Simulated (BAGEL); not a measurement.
# NBrO (nitrosyl bromide) at B3LYP/6-31G(d) (density fitting with cc-pvqz-jkfit, spherical functions)

Aim: the energy change on altering one bond length of NBrO (nitrosyl bromide) at B3LYP/6-31G* (density fitting with cc-pvqz-jkfit, spherical functions), from 2 runs. 

The calculation is run with BAGEL 1.2.2.

10 further runs of the same task are left out: 5 that didn't finish, 5 set aside as unsound or not needed.

## Step 1: The molecule

NBrO: 3 atoms, total charge 0, spin state singlet. As SMILES, `O=NBr`. The coordinates come from a PBE0-D4/def2-TZVP relaxation.

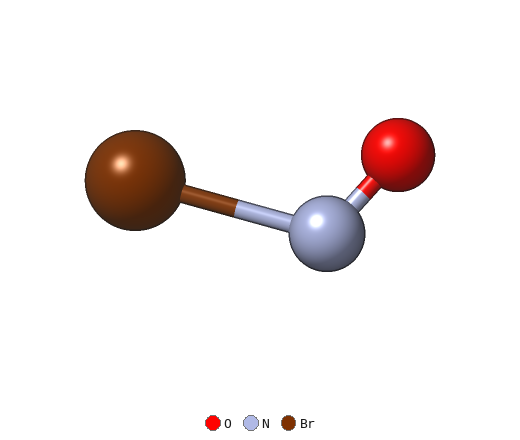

Viewed from a chosen angle; oxygen red, nitrogen light blue, bromine brown.

## Step 2: The energy at B3LYP/6-31G(d) (density fitting with cc-pvqz-jkfit, spherical functions)

dft.json reads:

```json
{ "bagel": [

{
  "title": "molecule",
  "basis": "6-31gs.json",
  "df_basis": "cc-pvqz-jkfit",
  "angstrom": true,
  "geometry": [
    { "atom": "O", "xyz": [       0.941780,      -0.646800,       0.448530 ] },
    { "atom": "N", "xyz": [      -0.044940,      -0.636480,      -0.092930 ] },
    { "atom": "Br", "xyz": [      -0.896840,       1.283280,      -0.355590 ] }
  ]
},

{ "title": "ks", "xc_func": "b3lyp" },

{ "title": "print", "file": "orbitals.molden", "orbitals": true }

]}
```

The basis set 6-31G* is read from a file made from the Basis Set Exchange's data (not shown).

The run is started by

```sh
$ BAGEL_NUM_THREADS=1 BAGEL dft.json > dft.out
```

Standard output:

```text
* using 1 threads per process

  ===============================================================
  ===============================================================

  *** Geometry ***

  { "atom" : "O", "xyz" : [      1.779706,     -1.222275,      0.847599 ] },
  { "atom" : "N", "xyz" : [     -0.084924,     -1.202773,     -0.175612 ] },
  { "atom" : "Br", "xyz" : [     -1.694782,      2.425048,     -0.671968 ] },

  Number of auxiliary basis functions:      430

  Since a DF basis is specified, we compute 2- and 3-index integrals:
    o Being stored without compression. Storage requirement is 0.012 GB

  Number of basis functions:       60
  Number of electrons      :       50

    * METHOD: MOLECULE                             0.15

  *** Kohn-Sham DFT ***

    * Removing 3783 points whose weight is below 1.00e-10
    * Grid points: 40935

  === Nuclear Repulsion ===
   140.7957855203

       - DIIS with orbital gradients will be used.

  === KS iteration (b3lyp / 6-31gs.json) ===
      0      -2580.18341457          0.13837987           0.13
      1      -2223.77376407          0.28642574           0.11
      2      -2456.05151585          0.13371896           0.11
      3      -2377.55931063          0.32493008           0.11
      4      -2505.41459115          0.32136289           0.11
      5      -2508.20794810          0.30505236           0.11
      6      -2509.92160482          0.30050109           0.11
      7      -2307.37010212          0.30890518           0.11
      8      -2585.96465828          0.20405274           0.12
      9      -2702.27565609          0.09133305           0.11
     10      -2702.64209127          0.06779489           0.11
     11      -2703.13391953          0.05603595           0.11
     12      -2703.74182314          0.00737083           0.12
     13      -2703.73267659          0.00836288           0.11
     14      -2703.76632107          0.00095387           0.11
     15      -2703.76649758          0.00035266           0.12
     16      -2703.76654088          0.00006332           0.11
     17      -2703.76654312          0.00001393           0.11
     18      -2703.76654320          0.00000397           0.11
     19      -2703.76654320          0.00000239           0.12
     20      -2703.76654321          0.00000045           0.11
     21      -2703.76654321          0.00000041           0.12
     22      -2703.76654321          0.00000015           0.11
     23      -2703.76654321          0.00000005           0.12
     24      -2703.76654321          0.00000002           0.11
     25      -2703.76654321          0.00000001           0.12
     26      -2703.76654321          0.00000000           0.12
    * SCF iteration converged.

    * Permanent dipole moment:
           (   -0.436429,     0.622858,    -0.173216) a.u.

    * METHOD: KS                                   3.20

    * METHOD: PRINT                                0.01

  ===============================================================
```

Run time: 3.6 s. Hardware: 1 thread of Arm Neoverse V2, shared host; peak memory 0.17 GiB.

## Step 3: The distorted shape at the same level

dft.json reads:

```json
{ "bagel": [

{
  "title": "molecule",
  "basis": "6-31gs.json",
  "df_basis": "cc-pvqz-jkfit",
  "angstrom": true,
  "geometry": [
    { "atom": "O", "xyz": [       1.367741,      -1.606704,       0.579863 ] },
    { "atom": "N", "xyz": [       0.381021,      -1.596384,       0.038403 ] },
    { "atom": "Br", "xyz": [      -0.896840,       1.283280,      -0.355590 ] }
  ]
},

{
  "title": "ks",
  "xc_func": "b3lyp",
  "charge": 0
},

{
  "title": "print",
  "file": "orbitals.molden",
  "orbitals": true
}

]}
```

The basis set 6-31G* is read from a file made from the Basis Set Exchange's data (not shown).

The run is started by

```sh
$ BAGEL_NUM_THREADS=1 BAGEL dft.json > dft.out
```

Standard output:

```text
* using 1 threads per process

  ===============================================================
  ===============================================================

  *** Geometry ***

  { "atom" : "O", "xyz" : [      2.584656,     -3.036231,      1.095782 ] },
  { "atom" : "N", "xyz" : [      0.720025,     -3.016729,      0.072571 ] },
  { "atom" : "Br", "xyz" : [     -1.694782,      2.425048,     -0.671968 ] },

  Number of auxiliary basis functions:      430

  Since a DF basis is specified, we compute 2- and 3-index integrals:
    o Being stored without compression. Storage requirement is 0.012 GB

  Number of basis functions:       60
  Number of electrons      :       50

    * METHOD: MOLECULE                             0.17

  *** Kohn-Sham DFT ***

    * Removing 3129 points whose weight is below 1.00e-10
    * Grid points: 41589

  === Nuclear Repulsion ===
   106.2688594764

       - DIIS with orbital gradients will be used.

  === KS iteration (b3lyp / 6-31gs.json) ===
      0      -2572.75350318          0.13328021           0.16
      1      -2189.78725444          0.25555724           0.14
      2      -2442.96857379          0.12686888           0.12
      3      -2358.02539025          0.25468067           0.13
      4      -2502.55133137          0.23027153           0.13
      5      -2512.97972264          0.20125315           0.13
      6      -2673.65400126          0.11466939           0.13
      7      -2658.44379221          0.37578837           0.12
      8      -2634.98101751          0.18315323           0.12
      9      -2648.84259679          0.08466855           0.13
     10      -2675.52466867          0.12595475           0.12
     11      -2594.30746045          0.24304559           0.13
     12      -2594.31425404          0.23121446           0.13
     13      -2674.90331478          0.12465091           0.13
     14      -2675.75813017          0.13118264           0.12
     15      -2641.86526291          0.12237438           0.12
[... 34 lines of this table left out ...]
     50      -2703.72337046          0.00000293           0.12
     51      -2703.72337047          0.00000092           0.13
     52      -2703.72337047          0.00000114           0.12
     53      -2703.72337047          0.00000006           0.12
     54      -2703.72337047          0.00000007           0.13
     55      -2703.72337047          0.00000002           0.12
     56      -2703.72337047          0.00000001           0.12
     57      -2703.72337047          0.00000001           0.12
    * SCF iteration converged.

    * Permanent dipole moment:
           (   -1.172690,     1.927416,    -0.438230) a.u.

    * METHOD: KS                                   7.33

    * METHOD: PRINT                                0.01

  ===============================================================
```

It took 7.8 s on 1 thread of Arm Neoverse V2, shared host; peak memory 0.17 GiB.

## Step 4: Summary of results

At B3LYP/6-31G* (density fitting with cc-pvqz-jkfit, spherical functions):

| quantity | value |
| --- | --- |
| first shape: total energy | -2703.76654 Eh |
| first shape: dipole moment | 1.98 D |
| first shape: HOMO energy | -7.80 eV |
| first shape: LUMO energy | -3.85 eV |
| first shape: HOMO–LUMO gap | 3.95 eV |
| distorted shape: total energy | -2703.72337 Eh |
| distorted shape: dipole moment | 5.84 D |
| distorted shape: HOMO energy | -6.87 eV |
| distorted shape: LUMO energy | -5.35 eV |
| distorted shape: HOMO–LUMO gap | 1.53 eV |
| energy change with the N2–Br3 bond stretched from 2.117 to 3.175 Å | 1.175 eV |

In words: One bond (distorted shape) is far stretched, which a spin-restricted single reference describes badly; a broken-symmetry solution may lie lower. With the N2–Br3 bond stretched from 2.117 to 3.175 Å the energy rises by 1.17 eV (27 kcal/mol). The first shape isn't relaxed at this level, so the change isn't measured from a minimum. A restricted reference can't describe the breaking bond well at this length.
